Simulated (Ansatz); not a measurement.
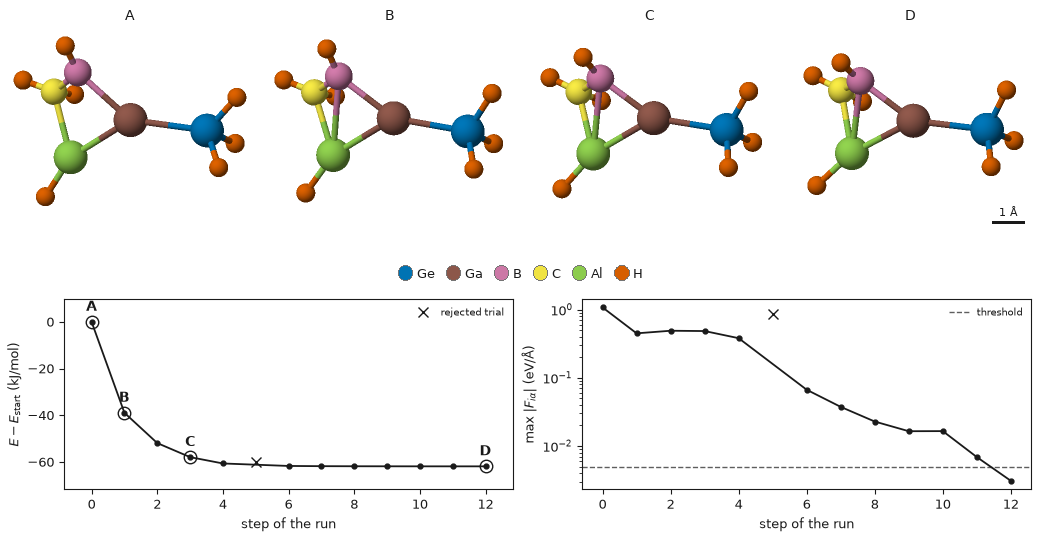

Frames of a relaxation of CH₇AlBGaGe, marked on the history of the run. Style: ball-and-stick. Shown at a tilt.

The start comes from GFN2-xTB.

Level of theory: RKS PBE0-D4/def2-TZVP in Ansatz.

Input
```yaml
crystal:
  periodic: [false, false, false]
  atoms:
    - {symbol: Ge, position_ang: [-3.040930, -0.146860, -0.067080]}
    - {symbol: Ga, position_ang: [-0.477400, 0.108180, 0.147660]}
    - {symbol: B, position_ang: [1.347840, -0.701450, 1.188510]}
    - {symbol: C, position_ang: [2.410120, -0.299950, 0.196760]}
    - {symbol: Al, position_ang: [1.537670, 1.357900, -0.829390]}
    - {symbol: H, position_ang: [-3.975550, 1.060400, 0.049660]}
    - {symbol: H, position_ang: [-3.374230, -0.501610, -1.526450]}
    - {symbol: H, position_ang: [-3.945000, -1.185160, 0.598280]}
    - {symbol: H, position_ang: [1.533170, -1.054190, 2.289900]}
    - {symbol: H, position_ang: [2.220360, -0.757590, -0.805470]}
    - {symbol: H, position_ang: [3.472720, -0.390460, 0.409060]}
    - {symbol: H, position_ang: [2.291230, 2.510790, -1.651430]}
basis:
  gaussian: {orbitals: def2-TZVP}
hamiltonian: {xc: pbe0, dispersion: d4}
relax: {f_tol: 0.005, max_steps: 150}
```

Launched with:
```bash
ansatz run in.yaml --threads 2 --pin off --events-out ev --progress --plain --max-ram 22528MiB --backend cuda --devices 0, --max-vram 18GiB
```

Question: What happens along the run?

Answer: The largest move after the best rigid fit is that of H9, 0.58 Å. By element the largest moves are H 0.58 Å, B 0.29 Å, C 0.26 Å, Al 0.21 Å, Ge 0.14 Å, Ga 0.13 Å. Among the contacts that change: B3–Al5 2.889 → 2.491 Å, Ge1–Ga2 2.585 → 2.428 Å, Ga2–B3 2.252 → 2.106 Å, C4–Al5 2.136 → 2.042 Å. Among the angles between lasting bonds that change: B3–C4–Al5 103.6° → 88.2°, Ga2–Ge1–H8 128.1° → 113.7°, Ga2–Ge1–H6 121.4° → 109.8°. Groups turn about Ga2–Al5 by about 20°, Ga2–B3 by about 20°. The energy falls by 61.9 kJ/mol in 11 accepted moves (12 points after the start). The largest force component goes from 1.1 to 0.0031 eV/Å. The line search rejected the trial step at point 5 of the run. The run took about 21 s of wall time on a shared GPU. From step 0 to 1: H8 moves most (0.20 Å), energy −39.0 kJ/mol. From step 1 to 3: H9 moves most (0.34 Å), energy −19.0 kJ/mol. From step 3 to 12: H12 moves most (0.22 Å), energy −3.95 kJ/mol.
